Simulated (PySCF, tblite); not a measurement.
# C5H12Si2: a rotation path, then NMR shifts on frames

Aim: move C5H12Si2 (`CCC[SiH2]C#C[SiH3]`) away from its starting geometry and see how NMR shifts follow the geometry.

Programs: tblite 0.8.0 and PySCF 2.14.0, with density-fitted response routines of our own. Each step states its level of theory. These are calculated values for one molecule in the gas phase, unless marked as measured. Atoms count from 0, in the outputs and in this text.

### Step 1. Starting geometry

19 atoms, charge 0, multiplicity 1; geometry from: GFN2-xTB.

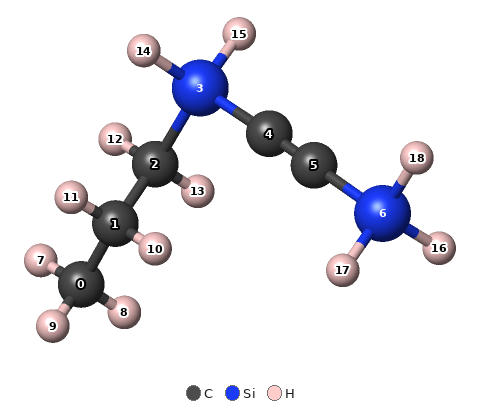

As it starts; carbon dark grey, silicon blue, hydrogen pink, atoms numbered.

### Step 2. A band between two rotamers with GFN2-xTB

The job: settings as JSON, then the geometry in Å.

```
{"job": {"kind": "neb", "xc": "GFN2-xTB", "basis": "xTB", "atoms": [0, 1, 2, 3], "turn": 120}, "charge": 0, "multiplicity": 1}
C     -2.938966    -0.385339    -0.663703
C     -1.720778    -0.228239     0.239442
C     -1.219727     1.213139     0.271030
Si     0.321998     1.445136     1.363759
C      1.657891     0.363194     0.676721
C      2.510723    -0.355519     0.203553
Si     3.813168    -1.447111    -0.524163
H     -3.754011     0.248049    -0.317859
H     -2.695255    -0.100302    -1.685474
H     -3.285374    -1.416659    -0.669366
H     -0.920327    -0.882373    -0.114763
H     -1.981296    -0.547718     1.251641
H     -2.025375     1.860146     0.625767
H     -0.997910     1.530177    -0.750790
H      0.040930     1.028409     2.744181
H      0.773387     2.842042     1.320900
H      4.097899    -0.980545    -1.884298
H      3.301170    -2.820590    -0.548661
H      5.012048    -1.356648     0.313397
```

With the program's defaults for keys left out, this is: GFN2-xTB climbing-image nudged elastic band, gas phase.

Command:

```sh
OMP_NUM_THREADS=1 python probes_run.py task.json out
```

This one command runs all jobs of the session in turn.

Log:

```text
image   E - E0 / eV
  0       0.0000
  1       0.0126
  2       0.0462
  3       0.0868
  4       0.1090
  5       0.0928
  6       0.0500
  7       0.0264
  8       0.0032
```

Wall time 9.6 s (1 thread of Arm Neoverse N1, shared host); peak memory 0.19 GiB.

The final band, with the dihedral C0–C1–C2–Si3:

| image | dihedral (°) | energy (eV) | energy (kcal/mol) |
| --- | --- | --- | --- |
| 0 | -179 | 0.000 | 0.0 |
| 1 | -167 | 0.013 | 0.3 |
| 2 | -153 | 0.046 | 1.1 |
| 3 | -139 | 0.087 | 2.0 |
| 4 | -124 | 0.109 | 2.5 |
| 5 | -109 | 0.093 | 2.1 |
| 6 | -94 | 0.050 | 1.2 |
| 7 | -77 | 0.026 | 0.6 |
| 8 | -68 | 0.003 | 0.1 |

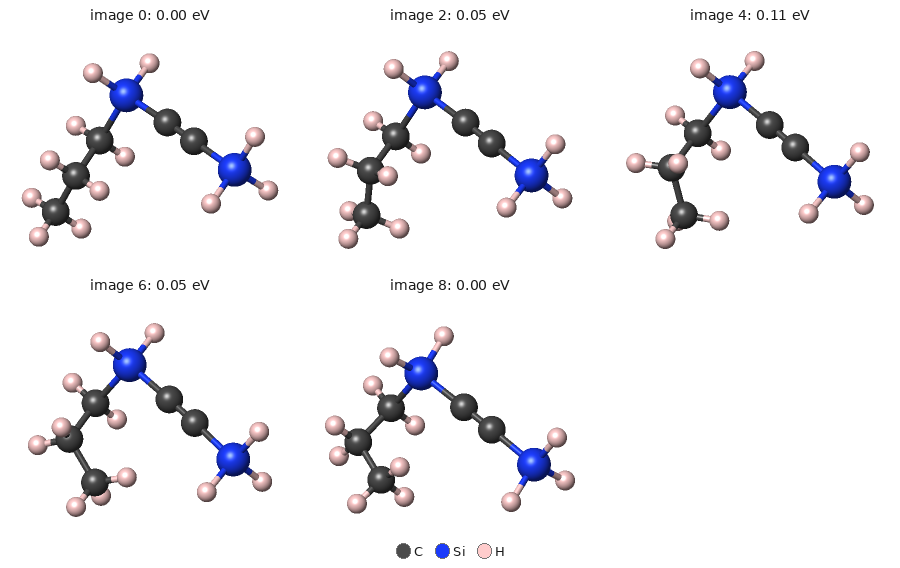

Images along the band.

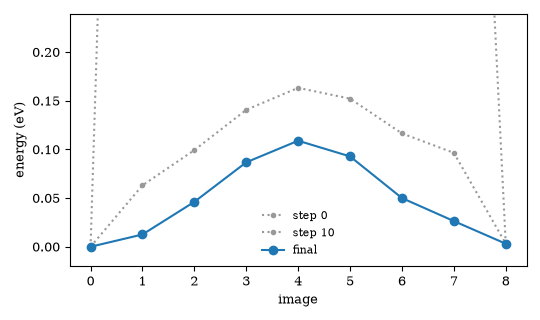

Energy along the band, early and final.

### Step 3. Nuclear shieldings: image 0, PBE0/pcSseg-1

The job: settings as JSON, then the geometry in Å.

```
{"job": {"kind": "nmr", "xc": "PBE0", "basis": "pcSseg-1", "pop": false}, "charge": 0, "multiplicity": 1}
C     -2.939000    -0.385300    -0.663700
C     -1.720800    -0.228200     0.239400
C     -1.219700     1.213100     0.271000
Si     0.322000     1.445100     1.363800
C      1.657900     0.363200     0.676700
C      2.510700    -0.355500     0.203600
Si     3.813200    -1.447100    -0.524200
H     -3.754000     0.248000    -0.317900
H     -2.695300    -0.100300    -1.685500
H     -3.285400    -1.416700    -0.669400
H     -0.920300    -0.882400    -0.114800
H     -1.981300    -0.547700     1.251600
H     -2.025400     1.860100     0.625800
H     -0.997900     1.530200    -0.750800
H      0.040900     1.028400     2.744200
H      0.773400     2.842000     1.320900
H      4.097900    -0.980500    -1.884300
H      3.301200    -2.820600    -0.548700
H      5.012000    -1.356600     0.313400
```

With the program's defaults for keys left out, this is: GIAO PBE0/pcSseg-1 NMR shielding, non-relativistic, gas phase.

Log:

```text
coarse grid: 16120 points
cycle   1  E = -776.0462760747  dE =  3.295e-01  |g| = 4.862e-01  |ddm| = 3.844e+00
cycle   2  E = -776.0290208250  dE =  1.726e-02  |g| = 5.429e-01  |ddm| = 1.063e+00
cycle   3  E = -776.1091280776  dE = -8.011e-02  |g| = 4.610e-02  |ddm| = 5.796e-01
cycle   4  E = -776.1092094276  dE = -8.135e-05  |g| = 4.362e-02  |ddm| = 6.699e-02
cycle   5  E = -776.1096567726  dE = -4.473e-04  |g| = 1.207e-02  |ddm| = 3.612e-02
cycle   6  E = -776.1096920896  dE = -3.532e-05  |g| = 2.847e-03  |ddm| = 1.052e-02
cycle   7  E = -776.1096941795  dE = -2.090e-06  |g| = 3.224e-04  |ddm| = 2.677e-03
final grid: 144360 points
cycle   8  E = -776.1524736770  dE = -2.853e-05  |g| = 7.308e-03  |ddm| = 3.048e-02
cycle   9  E = -776.1524675860  dE =  6.091e-06  |g| = 8.733e-03  |ddm| = 1.451e-02
cycle  10  E = -776.1524877927  dE = -2.021e-05  |g| = 5.393e-04  |ddm| = 7.883e-03
cycle  11  E = -776.1524878296  dE = -3.697e-08  |g| = 3.605e-04  |ddm| = 6.790e-04
cycle  12  E = -776.1524878596  dE = -2.999e-08  |g| = 1.173e-04  |ddm| = 3.083e-04
cycle  13  E = -776.1524878631  dE = -3.428e-09  |g| = 2.643e-05  |ddm| = 1.093e-04
cycle  14  E = -776.1524878632  dE = -1.733e-10  |g| = 4.118e-06  |ddm| = 2.746e-05
converged SCF energy = -776.1524878632

GIAO shielding tensors (ppm)
atom      isotropic    diamagn.    paramagn.     s11        s22        s33       span
  0 C      165.770     245.958     -80.188    151.415    158.266    187.628     36.213
  1 C      164.035     249.813     -85.778    155.849    164.153    172.102     16.253
  2 C      168.747     255.038     -86.290    159.322    163.904    183.016     23.694
  3 Si     415.135     882.212    -467.077    388.519    401.392    455.495     66.977
  4 C       67.745     264.760    -197.015    -33.811    -26.622    263.666    297.477
  5 C       73.960     264.935    -190.975    -21.415    -18.234    261.529    282.944
  6 Si     449.106     882.104    -432.998    442.645    443.304    461.369     18.725
  7 H       30.720      28.852       1.868     26.728     28.725     36.708      9.980
  8 H       30.705      30.422       0.283     26.798     28.991     36.327      9.529
  9 H       30.274      28.904       1.370     25.503     27.548     37.770     12.268
 10 H       29.930      35.648      -5.718     23.857     30.422     35.511     11.654
 11 H       30.399      33.020      -2.621     25.174     30.240     35.783     10.609
 12 H       31.119      31.948      -0.829     26.564     29.823     36.970     10.407
 13 H       30.921      34.435      -3.514     27.147     29.752     35.863      8.716
 14 H       27.390      29.578      -2.188     24.018     25.729     32.423      8.406
 15 H       27.209      28.696      -1.487     23.402     25.489     32.736      9.335
 16 H       27.488      29.172      -1.684     23.995     26.037     32.432      8.437
 17 H       27.474      29.755      -2.281     23.914     26.255     32.253      8.339
 18 H       27.481      27.599      -0.118     23.936     25.831     32.676      8.740
```

Run time: 42 s. Hardware: 1 thread of Arm Neoverse N1, shared host; peak memory 0.86 GiB.

The references, computed at this level on geometries of the same kind, shield at (ppm): 1H TMS 31.72, 13C TMS 186.9, 29Si TMS 349.2. Their shielding less the atom's gives the shift. The references are single molecules in the gas phase. Each atom is listed at this fixed geometry, with no averaging over motion; a spectrum would average atoms that exchange fast.

| atoms | environment | σ (ppm) | δ (ppm) |
| --- | --- | --- | --- |
| C4 | alkyne carbon | 67.7 | 119.2 |
| C5 | alkyne carbon | 74.0 | 113.0 |
| C1 | sp3 CH2 | 164.0 | 22.9 |
| C0 | methyl carbon | 165.8 | 21.2 |
| C2 | sp3 CH2 bonded to Si | 168.7 | 18.2 |
| H15 | hydrogen on a silicon bonded to 2 C | 27.21 | 4.51 |
| H14 | hydrogen on a silicon bonded to 2 C | 27.39 | 4.33 |
| H17 | hydrogen on a silicon bonded to C | 27.47 | 4.24 |
| H18 | hydrogen on a silicon bonded to C | 27.48 | 4.24 |
| H16 | hydrogen on a silicon bonded to C | 27.49 | 4.23 |
| H10 | hydrogen on an sp3 CH2 | 29.93 | 1.79 |
| H9 | hydrogen on a methyl carbon | 30.27 | 1.44 |
| H11 | hydrogen on an sp3 CH2 | 30.40 | 1.32 |
| H8 | hydrogen on a methyl carbon | 30.71 | 1.01 |
| H7 | hydrogen on a methyl carbon | 30.72 | 1.00 |
| H13 | hydrogen on an sp3 CH2 bonded to Si | 30.92 | 0.80 |
| H12 | hydrogen on an sp3 CH2 bonded to Si | 31.12 | 0.60 |
| Si3 | silicon bonded to 2 C, 2 H | 415.1 | -66.0 |
| Si6 | silicon bonded to C, 3 H | 449.1 | -99.9 |

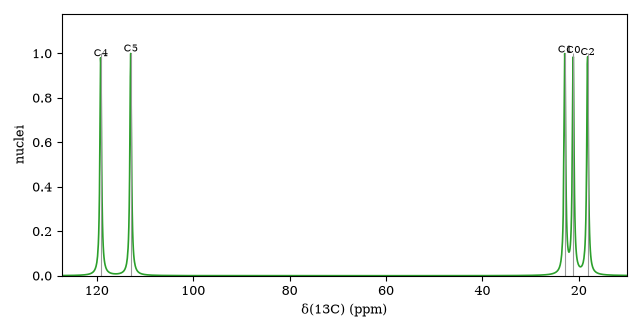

13C lines at the computed shifts, without couplings. Lines are broadened to a width of 0.40 ppm (Lorentzian).

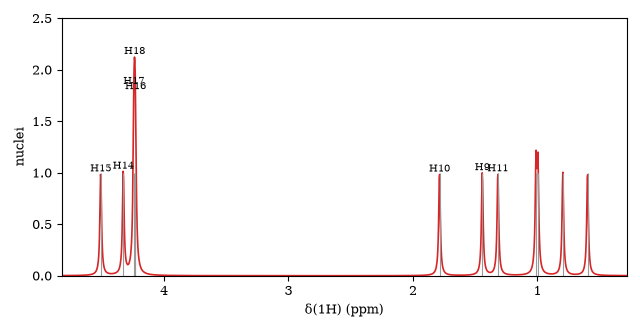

1H lines at the computed shifts, without couplings. Lines are broadened to a width of 0.02 ppm (Lorentzian).

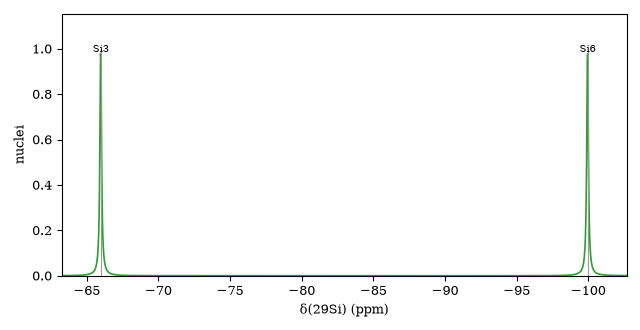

29Si lines at the computed shifts, without couplings. Lines are broadened to a width of 0.14 ppm (Lorentzian).

### Step 4. NMR shieldings: image 2, PBE0/pcSseg-1

The job: settings as JSON, then the geometry in Å.

```
{"job": {"kind": "nmr", "xc": "PBE0", "basis": "pcSseg-1", "pop": false}, "charge": 0, "multiplicity": 1}
C     -2.604900    -0.498300    -0.811400
C     -1.800900    -0.174100     0.442400
C     -1.274000     1.263000     0.425500
Si     0.313100     1.495400     1.451700
C      1.587500     0.396100     0.675700
C      2.391100    -0.335500     0.140500
Si     3.619900    -1.453300    -0.672100
H     -3.451400     0.177400    -0.916700
H     -1.974400    -0.397300    -1.693100
H     -2.979700    -1.519200    -0.776100
H     -0.966800    -0.877000     0.509700
H     -2.424600    -0.322500     1.327100
H     -2.059200     1.942400     0.762400
H     -1.053900     1.542600    -0.607500
H      0.120900     1.079600     2.846700
H      0.768500     2.889400     1.372900
H      3.795500    -1.017800    -2.060700
H      3.099500    -2.823300    -0.628800
H      4.884000    -1.358400     0.063000
```

Method: GIAO PBE0/pcSseg-1 NMR shielding, non-relativistic, gas phase.

Log:

```text
coarse grid: 16120 points
cycle   1  E = -776.0443355603  dE =  3.280e-01  |g| = 4.863e-01  |ddm| = 3.845e+00
cycle   2  E = -776.0266600207  dE =  1.768e-02  |g| = 5.443e-01  |ddm| = 1.065e+00
cycle   3  E = -776.1071455961  dE = -8.049e-02  |g| = 4.742e-02  |ddm| = 5.824e-01
cycle   4  E = -776.1072354246  dE = -8.983e-05  |g| = 4.463e-02  |ddm| = 6.896e-02
cycle   5  E = -776.1077055666  dE = -4.701e-04  |g| = 1.213e-02  |ddm| = 3.678e-02
cycle   6  E = -776.1077413576  dE = -3.579e-05  |g| = 2.792e-03  |ddm| = 1.059e-02
cycle   7  E = -776.1077433605  dE = -2.003e-06  |g| = 3.570e-04  |ddm| = 2.679e-03
final grid: 144360 points
cycle   8  E = -776.1504564219  dE = -3.027e-05  |g| = 7.231e-03  |ddm| = 2.934e-02
cycle   9  E = -776.1504505455  dE =  5.876e-06  |g| = 8.621e-03  |ddm| = 1.422e-02
cycle  10  E = -776.1504702253  dE = -1.968e-05  |g| = 5.177e-04  |ddm| = 7.779e-03
cycle  11  E = -776.1504702586  dE = -3.328e-08  |g| = 3.472e-04  |ddm| = 6.643e-04
cycle  12  E = -776.1504702861  dE = -2.751e-08  |g| = 1.187e-04  |ddm| = 3.001e-04
cycle  13  E = -776.1504702895  dE = -3.478e-09  |g| = 2.780e-05  |ddm| = 1.076e-04
cycle  14  E = -776.1504702897  dE = -1.899e-10  |g| = 3.892e-06  |ddm| = 2.806e-05
converged SCF energy = -776.1504702897

GIAO shielding tensors (ppm)
atom      isotropic    diamagn.    paramagn.     s11        s22        s33       span
  0 C      165.598     247.100     -81.502    148.064    161.553    187.178     39.114
  1 C      165.831     249.454     -83.624    156.750    165.582    175.161     18.411
  2 C      170.122     254.796     -84.674    156.473    167.404    186.489     30.015
  3 Si     415.385     882.078    -466.693    387.384    404.685    454.084     66.700
  4 C       67.495     265.120    -197.625    -34.607    -25.968    263.059    297.666
  5 C       74.807     264.682    -189.875    -22.064    -17.411    263.897    285.961
  6 Si     449.080     882.021    -432.941    442.592    443.059    461.589     18.998
  7 H       30.633      29.278       1.354     26.686     28.512     36.701     10.015
  8 H       30.756      31.946      -1.190     26.648     29.636     35.983      9.334
  9 H       30.355      29.443       0.912     25.701     27.389     37.975     12.274
 10 H       30.041      35.404      -5.363     24.401     30.378     35.343     10.942
 11 H       30.292      31.889      -1.597     25.502     28.982     36.392     10.889
 12 H       30.743      31.308      -0.565     26.176     28.953     37.100     10.924
 13 H       31.217      34.626      -3.408     27.278     30.591     35.783      8.505
 14 H       27.418      29.255      -1.837     24.062     25.629     32.562      8.501
 15 H       27.243      28.636      -1.393     23.407     25.437     32.885      9.478
 16 H       27.492      29.221      -1.728     23.994     26.043     32.440      8.446
 17 H       27.465      29.695      -2.231     23.918     26.247     32.229      8.312
 18 H       27.473      27.565      -0.092     23.913     25.819     32.687      8.774
```

Wall time 42 s (1 thread of Arm Neoverse N1, shared host); peak memory 0.88 GiB.

This run: δ C4 119.4, C5 112.1, C0 21.3, C1 21.1, H15 4.47, H14 4.30 ppm.

(Part 1 of 2 ends here.)
